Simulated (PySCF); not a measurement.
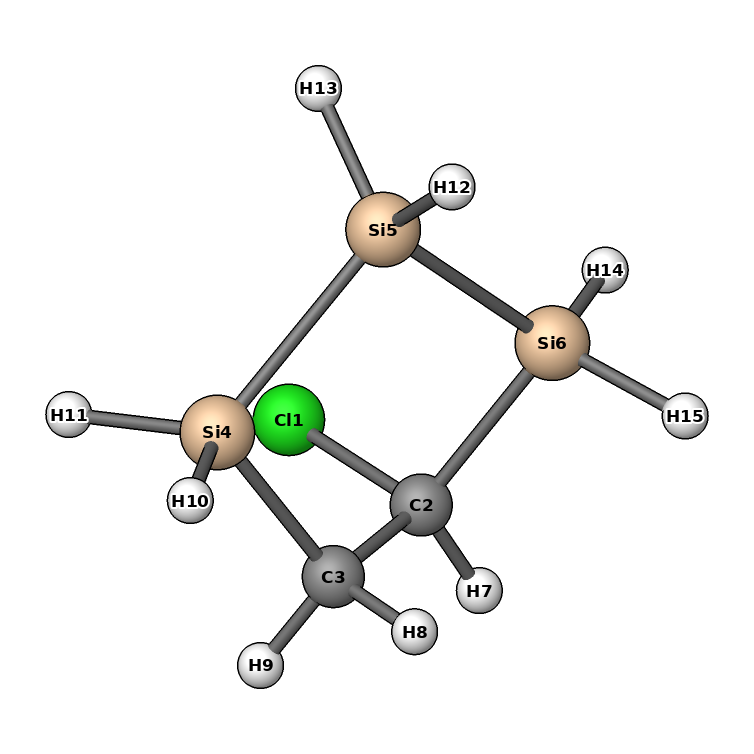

The questions are on isotropic NMR shieldings of the Si atoms. Computed geometry: GFN2-xTB optimisation. No frequency run is at hand to confirm it as a minimum. Method: GIAO PBE0/pcSseg-1 NMR shielding, non-relativistic, gas phase (PySCF 2.14.0).

Give the isotropic NMR shieldings of the Si atoms atom by atom.

```tsv
atom	σ (ppm)
Si4	416.1
Si5	476.7
Si6	401.6
```

The geometry is semi-empirical. Around Si such bond lengths and angles can be off by a tenth of an ångström or more and by several degrees, and values that hang on the shape move with them.
